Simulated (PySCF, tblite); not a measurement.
# C4H7BF2O2: geometry, infrared bands and NMR shifts

What infrared bands and NMR shifts should C4H7BF2O2 (`CCO[C@H](C=O)B(F)F`) show?

The runs use tblite 0.8.0 and PySCF 2.14.0, with density-fitted response routines of our own; the level of theory stands in each step. All values are computed, except where a source is named. Atoms count from 0, in the outputs and in this text.

**1. The molecule as given**

16 atoms, charge 0, multiplicity 1; geometry from: force field or distance geometry start.

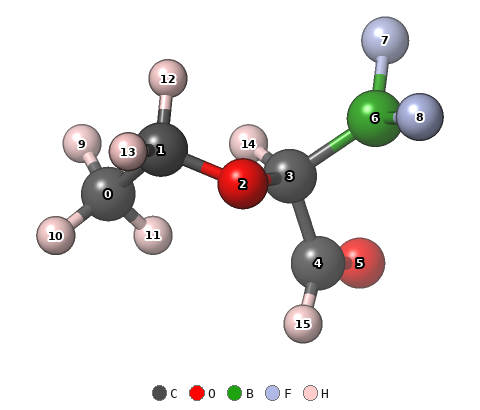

As it starts; carbon dark grey, oxygen red, boron green, fluorine light blue, hydrogen pink, atoms numbered.

**2. Relaxing the molecule with GFN2-xTB**

The job: settings as JSON, then the geometry in Å.

```
{"job": {"kind": "relax", "xc": "GFN2-xTB", "basis": "xTB"}, "charge": 0, "multiplicity": 1}
C      1.953500     0.242700    -0.361700
C      1.253600    -0.580300     0.673900
O      0.050900    -0.051800     1.048800
C     -0.812900     0.046100    -0.042200
C     -1.242400     1.454600    -0.271100
O     -2.004800     1.641000    -1.216600
B     -2.134100    -0.816300     0.141400
F     -2.440300    -1.857500    -0.822400
F     -2.650400    -1.027400     1.478100
H      2.228200    -0.416400    -1.219300
H      2.829100     0.782500     0.032300
H      1.231400     0.980300    -0.746000
H      1.065000    -1.607400     0.271700
H      1.875700    -0.724400     1.600200
H     -0.303100    -0.339500    -0.924200
H     -0.907100     2.282600     0.345600
```

On the command line:

```console
$ OMP_NUM_THREADS=1 python probes_run.py task.json out
```

The driver reads the jobs from task.json and runs them one after another.

Output:

```text
step      E/eV     max force
  0    -842.77325    4.482
  1    -843.45149    3.863
  2    -843.53723    3.621
  3    -843.74807    0.979
  4    -843.80120    0.797
  5    -843.86185    0.591
  6    -843.87731    0.464
  7    -843.89308    0.331
  8    -843.90861    0.436
  9    -843.92836    0.492
 10    -843.94284    0.311
 11    -843.95220    0.207
 12    -843.95944    0.214
 13    -843.96698    0.324
 14    -843.97463    0.299
 15    -843.98100    0.210
 16    -843.98529    0.202
 17    -843.98844    0.184
 18    -843.99125    0.197
 19    -843.99373    0.119
 20    -843.99562    0.109
 21    -843.99698    0.101
 22    -843.99818    0.132
 23    -843.99934    0.102
 24    -844.00037    0.074
 25    -844.00132    0.073
 26    -844.00233    0.082
 27    -844.00351    0.090
 28    -844.00488    0.101
 29    -844.00632    0.119
 30    -844.00762    0.101
 31    -844.00862    0.080
 32    -844.00925    0.061
 33    -844.00962    0.041
 34    -844.00985    0.043
 35    -844.01006    0.039
 36    -844.01032    0.042
 37    -844.01068    0.049
 38    -844.01116    0.067
 39    -844.01173    0.067
 40    -844.01239    0.060
 41    -844.01315    0.071
 42    -844.01399    0.077
 43    -844.01482    0.067
 44    -844.01556    0.058
 45    -844.01631    0.081
 46    -844.01718    0.088
 47    -844.01805    0.084
 48    -844.01883    0.079
 49    -844.01947    0.056
 50    -844.02008    0.055
 51    -844.02070    0.073
 52    -844.02129    0.062
 53    -844.02184    0.073
 54    -844.02259    0.087
 55    -844.02388    0.162
 56    -844.02555    0.259
 57    -844.02874    0.251
 58    -844.03411    0.156
 59    -844.03799    0.179
 60    -844.04024    0.259
 61    -844.04638    0.264
 62    -844.05502    0.214
 63    -844.06306    0.251
 64    -844.06396    0.219
 65    -844.06900    0.168
 66    -844.07156    0.171
 67    -844.07412    0.109
 68    -844.07656    0.082
 69    -844.07901    0.091
 70    -844.08036    0.161
 71    -844.08213    0.169
 72    -844.08337    0.093
 73    -844.08547    0.086
 74    -844.08672    0.083
 75    -844.08843    0.102
 76    -844.09043    0.121
 77    -844.09306    0.129
 78    -844.09563    0.134
 79    -844.09719    0.121
 80    -844.09887    0.124
 81    -844.10039    0.104
 82    -844.10278    0.099
 83    -844.10417    0.103
 84    -844.10640    0.089
 85    -844.10805    0.075
 86    -844.10972    0.100
 87    -844.11111    0.089
 88    -844.11209    0.077
 89    -844.11254    0.113
 90    -844.11300    0.056
 91    -844.11336    0.042
 92    -844.11384    0.041
 93    -844.11409    0.034
 94    -844.11430    0.042
 95    -844.11454    0.042
 96    -844.11491    0.054
 97    -844.11536    0.055
 98    -844.11586    0.065
 99    -844.11632    0.061
100    -844.11673    0.062
101    -844.11722    0.060
102    -844.11789    0.065
103    -844.11882    0.078
104    -844.11996    0.101
105    -844.12109    0.115
106    -844.12199    0.118
107    -844.12272    0.107
108    -844.12355    0.088
109    -844.12469    0.083
110    -844.12644    0.104
111    -844.12913    0.132
112    -844.13266    0.197
113    -844.13649    0.193
114    -844.13878    0.614
115    -844.14335    0.190
116    -844.14548    0.193
117    -844.15007    0.143
118    -844.15413    0.320
119    -844.15773    0.157
120    -844.15934    0.080
121    -844.15981    0.070
122    -844.16017    0.075
123    -844.16036    0.083
124    -844.16060    0.046
125    -844.16077    0.034
126    -844.16111    0.035
127    -844.16137    0.035
128    -844.16163    0.038
129    -844.16199    0.050
130    -844.16260    0.067
131    -844.16372    0.088
132    -844.16563    0.115
133    -844.16855    0.130
134    -844.17202    0.141
135    -844.17499    0.143
136    -844.17701    0.124
137    -844.17826    0.096
138    -844.17888    0.047
139    -844.17911    0.042
140    -844.17922    0.029
141    -844.17929    0.021
142    -844.17935    0.019
143    -844.17940    0.013
144    -844.17943    0.009
```

It took 0.89 s on 1 thread of Arm Neoverse V1, shared host; peak memory 0.18 GiB.

The steps of the relaxation: (not every step is listed)

```csv
step,energy from step 0 (eV),largest force (eV/Å)
0,0.0000,4.4819
1,-0.6782,3.8633
2,-0.7640,3.6207
3,-0.9748,0.9795
4,-1.0280,0.7973
5,-1.0886,0.5907
6,-1.1041,0.4643
7,-1.1198,0.3308
8,-1.1354,0.4363
21,-1.2237,0.1014
34,-1.2366,0.0428
47,-1.2448,0.0844
60,-1.2670,0.2589
73,-1.3122,0.0864
86,-1.3365,0.0996
99,-1.3431,0.0614
112,-1.3594,0.1973
125,-1.3875,0.0341
138,-1.4056,0.0468
139,-1.4059,0.0425
140,-1.4060,0.0286
141,-1.4060,0.0210
142,-1.4061,0.0188
143,-1.4062,0.0131
144,-1.4062,0.0093
```

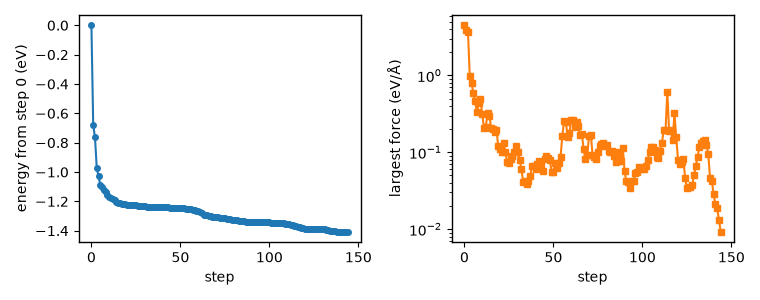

Energy and largest force along the relaxation.

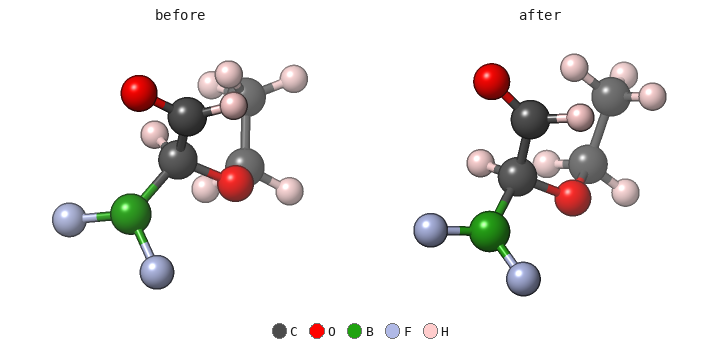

Before and after, at one scale.

Distances of close pairs at the start and the end, largest changes first:

```csv
bond,before (Å),after (Å),change (Å)
B6–F8,1.448,1.306,-0.142
B6–F7,1.451,1.310,-0.141
C1–O2,1.366,1.417,+0.051
C3–C4,1.490,1.523,+0.033
C1–H13,1.125,1.092,-0.033
C4–O5,1.229,1.196,-0.032
C0–H9,1.116,1.087,-0.029
C0–C1,1.497,1.525,+0.028
```

The next job starts from the end point, and lists it.

**3. Vibrational analysis with GFN2-xTB**

The job: settings as JSON, then the geometry in Å.

```
{"job": {"kind": "ir", "xc": "GFN2-xTB", "basis": "xTB"}, "charge": 0, "multiplicity": 1}
C      1.987017     0.564690    -0.196974
C      1.374753    -0.705955     0.382727
O      0.063606    -0.547877     0.895696
C     -0.933601    -0.340357    -0.085084
C     -1.014003     1.116535    -0.521404
O     -1.455750     1.502780    -1.563928
B     -2.381954    -0.732346     0.492024
F     -3.390574    -0.982469    -0.306372
F     -2.650195    -0.795308     1.768817
H      3.005752     0.358574    -0.513886
H      2.005766     1.350990     0.552932
H      1.422615     0.913542    -1.059570
H      1.379882    -1.501362    -0.377442
H      1.956692    -1.042760     1.243690
H     -0.738571    -0.952454    -0.981325
H     -0.639034     1.802722     0.258688
```

Output:

```text
mode    cm-1     km/mol
  1      25.7      0.08
  2      55.0      0.99
  3      94.1      0.83
  4      96.4      4.00
  5     142.9      1.41
  6     226.7      4.06
  7     240.3      4.84
  8     262.8     12.16
  9     335.6      6.69
 10     368.3     26.32
 11     415.5     26.75
 12     518.2     35.01
 13     535.8     19.48
 14     562.8      4.64
 15     750.9      5.27
 16     825.8      4.41
 17     912.4     39.34
 18     919.5     29.77
 19     985.4    100.15
 20    1039.0      9.29
 21    1079.5     18.12
 22    1113.7    105.04
 23    1123.6     22.84
 24    1159.5      8.48
 25    1224.2    304.26
 26    1250.2    136.76
 27    1281.4     40.25
 28    1335.4    106.28
 29    1336.4    248.90
 30    1341.0     61.45
 31    1402.1     11.07
 32    1459.2      1.16
 33    1487.1      5.69
 34    1493.1      2.07
 35    1788.7    317.18
 36    2800.8     64.20
 37    2841.0     37.95
 38    2870.1     54.05
 39    2977.7     14.30
 40    3033.7     38.10
 41    3049.7     20.12
 42    3050.4     19.12
```

Run time: 0.48 s. Hardware: 1 thread of Arm Neoverse V1, shared host; peak memory 0.18 GiB.

Which atoms move in the most intense modes:

```csv
cm⁻¹,km/mol,atoms
985,100.2,"C3 49 %, C4 39 %"
1114,105.0,"O2 35 %, C1 26 %, C3 11 %"
1224,304.3,"B6 43 %, H14 29 %, F7 13 %"
1250,136.8,"B6 18 %, H14 17 %, H13 17 %, H12 12 %"
1335,106.3,"B6 23 %, H12 22 %, H15 16 %, H13 14 %"
1336,248.9,"B6 42 %, H12 21 %"
1789,317.2,"C4 58 %, O5 40 %"
2801,64.2,H15 92 %
```

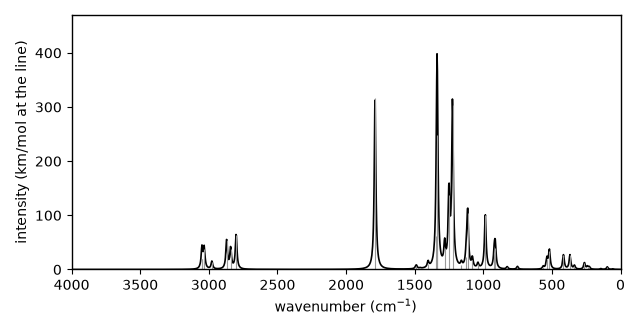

The infrared spectrum from these modes, unscaled. Lines are broadened to a width of 14 cm⁻¹ (Lorentzian).

**4. Nuclear shieldings: PBE0/pcSseg-1**

The job, as its differences from that of step 3:

```diff
@@ -1,2 +1,2 @@
-{"job": {"kind": "ir", "xc": "GFN2-xTB", "basis": "xTB"}, "charge": 0, "multiplicity": 1}
+{"job": {"kind": "nmr", "xc": "PBE0", "basis": "pcSseg-1"}, "charge": 0, "multiplicity": 1}
 C      1.987017     0.564690    -0.196974
```

With the program's defaults for keys left out, this is: GIAO PBE0/pcSseg-1 NMR shielding, non-relativistic, gas phase.

Output:

```text
coarse grid: 14120 points
cycle   1  E = -530.8085241529  dE =  1.255e+00  |g| = 1.063e+00  |ddm| = 3.483e+00
cycle   2  E = -530.3020479204  dE =  5.065e-01  |g| = 1.977e+00  |ddm| = 2.212e+00
cycle   3  E = -531.0015187040  dE = -6.995e-01  |g| = 2.578e-01  |ddm| = 1.687e+00
cycle   4  E = -531.0130914356  dE = -1.157e-02  |g| = 9.484e-02  |ddm| = 2.391e-01
cycle   5  E = -531.0144658625  dE = -1.374e-03  |g| = 2.435e-02  |ddm| = 7.392e-02
cycle   6  E = -531.0145794579  dE = -1.136e-04  |g| = 7.076e-03  |ddm| = 1.959e-02
cycle   7  E = -531.0145880499  dE = -8.592e-06  |g| = 2.045e-03  |ddm| = 5.738e-03
final grid: 139272 points
cycle   8  E = -531.0985183669  dE = -5.219e-05  |g| = 1.671e-02  |ddm| = 2.941e-02
cycle   9  E = -531.0984060852  dE =  1.123e-04  |g| = 3.000e-02  |ddm| = 2.811e-02
cycle  10  E = -531.0985666829  dE = -1.606e-04  |g| = 3.189e-03  |ddm| = 1.953e-02
cycle  11  E = -531.0985685135  dE = -1.831e-06  |g| = 4.799e-04  |ddm| = 2.225e-03
cycle  12  E = -531.0985685493  dE = -3.583e-08  |g| = 1.844e-04  |ddm| = 5.477e-04
cycle  13  E = -531.0985685564  dE = -7.146e-09  |g| = 3.491e-05  |ddm| = 1.861e-04
cycle  14  E = -531.0985685567  dE = -2.351e-10  |g| = 1.141e-05  |ddm| = 3.584e-05
converged SCF energy = -531.0985685567

GIAO shielding tensors (ppm)
atom      isotropic    diamagn.    paramagn.     s11        s22        s33       span
  0 C      168.907     251.246     -82.338    151.126    173.061    182.536     31.410
  1 C      113.247     244.463    -131.216     81.815     90.752    167.174     85.360
  2 O      286.180     398.430    -112.250    271.554    285.147    301.839     30.286
  3 C       99.703     256.628    -156.925     80.329     97.185    121.596     41.267
  4 C      -24.759     251.377    -276.137   -111.261    -37.959     74.942    186.203
  5 O     -368.481     397.474    -765.954  -1035.697   -432.496    362.751   1398.448
  6 B       76.668     192.138    -115.470     64.507     82.351     83.147     18.640
  7 F      239.515     464.975    -225.460     64.989    284.390    369.166    304.177
  8 F      238.332     466.810    -228.478     54.837    280.311    379.847    325.010
  9 H       30.772      28.716       2.057     26.827     27.575     37.915     11.087
 10 H       30.457      30.711      -0.254     27.067     28.374     35.929      8.862
 11 H       30.422      31.990      -1.567     25.817     30.667     34.782      8.965
 12 H       28.263      30.880      -2.617     23.257     28.521     33.012      9.755
 13 H       27.353      29.508      -2.155     22.341     27.127     32.592     10.251
 14 H       27.974      33.138      -5.164     25.592     26.967     31.363      5.771
 15 H       21.544      30.659      -9.116     17.721     22.365     24.544      6.823
```

It took 33 s on 1 thread of Arm Neoverse V1, shared host; peak memory 0.83 GiB.

Shifts follow as δ = σ(reference) − σ, with reference shieldings (ppm) from runs at the same level and on the same kind of geometry: 1H TMS 31.72, 13C TMS 186.9, 19F CFCl3 170.9, 17O H2O 336.1, 11B BF3·OEt2 100.1. The references are single molecules in the gas phase, so shifts against H2O, NH3, PH3, H3PO4 or CFCl3 are not on the usual liquid scales and can be off by tens of ppm. Atoms listed in one row are averaged.

```csv
atoms,environment,σ (ppm),δ (ppm),δ scaled to CDCl3
C4,aldehyde carbonyl carbon,-24.8,211.7,204.7
C3,"sp3 CH bonded to B and O, α to a carbonyl",99.7,87.2,83.2
C1,sp3 CH2 bonded to O,113.2,73.7,70.0
C0,methyl carbon,168.9,18.0,15.7
H15,hydrogen on an aldehyde carbonyl carbon,21.54,10.17,9.70
H13,hydrogen on an sp3 CH2 bonded to O,27.35,4.36,4.22
H14,"hydrogen on an sp3 CH bonded to B and O, α to a carbonyl",27.97,3.74,3.63
H12,hydrogen on an sp3 CH2 bonded to O,28.26,3.45,3.36
"H9, H10, H11",hydrogen on a methyl carbon,30.55,1.17,1.20
O5,aldehyde oxygen,-368.5,704.6,–
O2,ether oxygen,286.2,49.9,–
B6,"boron bonded to C, 2 F",76.7,23.4,–
"F7, F8",fluorine bonded to B,238.9,-68.0,–
```

The scaled column applies a straight-line fit of computed shieldings to shifts measured in CDCl3, and one for carbons that bear F (root-mean-square error 0.16 ppm for H, 1.9 ppm for C).

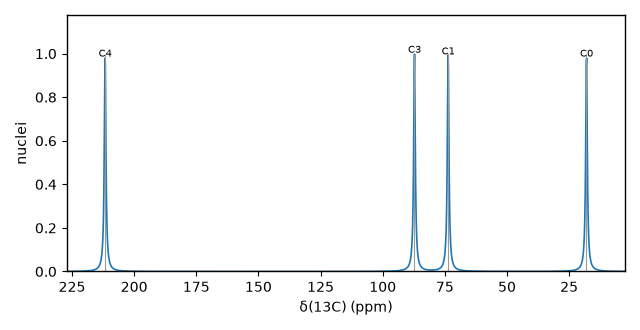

13C lines at the computed shifts, without couplings. Lines are broadened to a width of 0.77 ppm (Lorentzian).

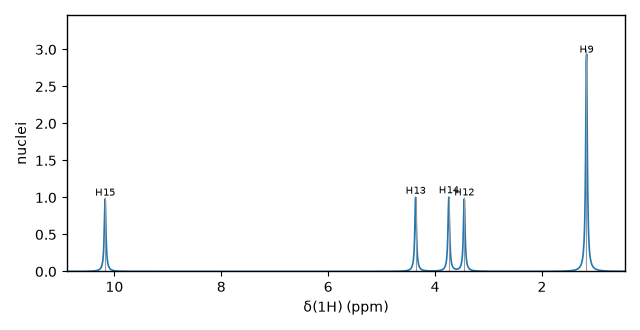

1H lines at the computed shifts, without couplings. Lines are broadened to a width of 0.04 ppm (Lorentzian).

Charges from the same density, by scheme (e):

```csv
atoms,Mulliken,IAO,Hirshfeld,ESP fit
C0,-0.34,-0.44,-0.12,-0.41
C1,0.02,-0.05,0.01,0.40
O2,-0.51,-0.39,-0.14,-0.49
C3,-0.16,-0.15,-0.04,-0.14
C4,0.20,0.25,0.13,0.46
O5,-0.33,-0.37,-0.22,-0.46
B6,0.79,0.76,0.32,0.76
"F7, F8",-0.27,-0.30,-0.13,-0.29
```

IAO charges:

C0 -0.44; C1 -0.05; O2 -0.39; C3 -0.15; C4 0.25; O5 -0.37; B6 0.76; F7 -0.30; F8 -0.29; H9 0.16; H10 0.15; H11 0.14; H12 0.12; H13 0.16; H14 0.16; H15 0.11

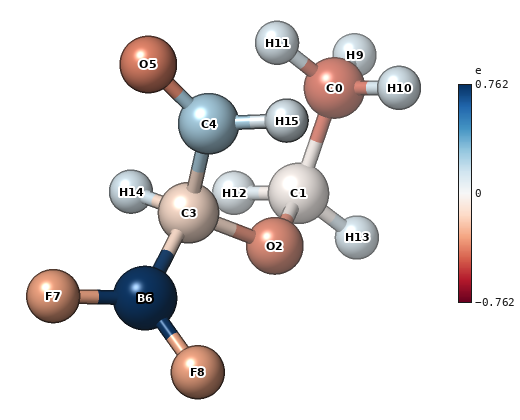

IAO charges, as colours on the atoms.

Mayer bond orders: C0–C1 1.06, C1–O2 0.92, O2–C3 0.90, C3–C4 0.96, C4–O5 2.02, C3–B6 0.87, B6–F7 1.15, B6–F8 1.17.

**5. Results**

```
                                                                 quantity                              value
                                strongest single infrared mode (GFN2-xTB)              1789 cm⁻¹, 317 km/mol
                                             zero-point energy (GFN2-xTB)                      71.2 kcal/mol
                                   13C shifts against TMS (PBE0/pcSseg-1)        211.7, 87.2, 73.7, 18.0 ppm
   1H shifts against TMS (PBE0/pcSseg-1, means over atoms taken as alike)  10.17, 4.36, 3.74, 3.45, 1.17 ppm
                                   17O shifts against H2O (PBE0/pcSseg-1)                    704.6, 49.9 ppm
                              11B shifts against BF3·OEt2 (PBE0/pcSseg-1)                           23.4 ppm
19F shifts against CFCl3 (PBE0/pcSseg-1, means over atoms taken as alike)                          -68.0 ppm
```

In words: Over 144 steps the energy fell by 1.406 eV; of the close pairs, B6–F8 changed most, 1.448 to 1.306 Å. All 42 modes are real, so the xTB geometry is a minimum. The strongest single mode, at 1789 cm⁻¹, moves mainly C4 and O5. GFN2-xTB is a fitted tight-binding method: band positions and strengths are rough. Its intensities can rank the bands wrongly. The most deshielded carbon is C4 (aldehyde carbonyl carbon), at 211.7 ppm: the double bond to the heteroatom, with no lone-pair donor beside it, deshields it most. The most deshielded hydrogen is H15 (hydrogen on an aldehyde carbonyl carbon), at 10.17 ppm: deshielded by the polar, anisotropic C=O bond. At PBE0/pcSseg-1: Shielding is most anisotropic at O5 (span 1398 ppm, paramagnetic term -766 ppm).
